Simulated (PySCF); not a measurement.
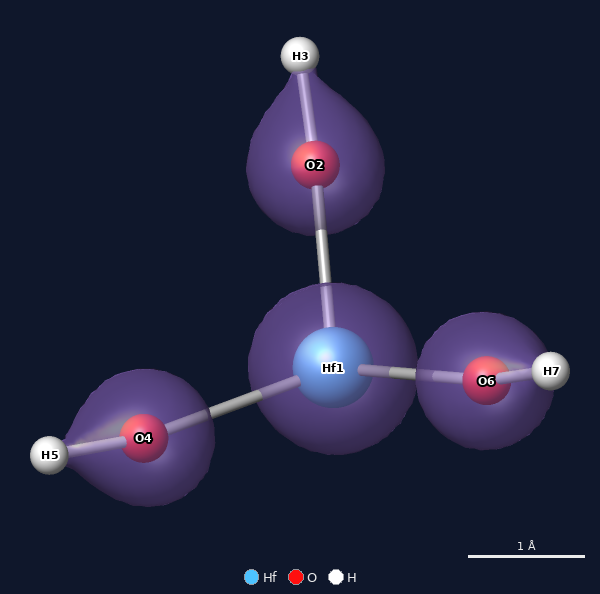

H3HfO3 (charge +1). Isosurface of the electron density at 2 e/Å³ (purple), seen at an oblique angle.

Core potentials replace the inner electrons of Hf.

Level of theory: RKS PBE0, Hf def2-SVP with ECP60, O def2-SVP, H def2-SVP; non-relativistic Hamiltonian with scalar-relativistic core potentials where named; density fitting (PySCF).

```xyz
7

Hf    0.0000    0.0000   -0.5692
O     1.7815    0.0000    0.0148
H     2.6044    0.0000    0.5143
O    -0.8908    1.5429    0.0148
H    -1.3022    2.2554    0.5143
O    -0.8908   -1.5429    0.0148
H    -1.3022   -2.2554    0.5143
```

**What does this surface tell about the bonding?**

At this value the surface falls into four separate pieces. It bridges the sampled O–H (0.96 Å) contacts, where the density stays above the isovalue. It is pinched off along the sampled Hf–O (1.87 Å) contacts. On the grid the lowest density along these lines, outside the cores, is 0.95 e/Å³ (Hf–O, 1.87 Å) and 2.3 e/Å³ (O–H, 0.96 Å).
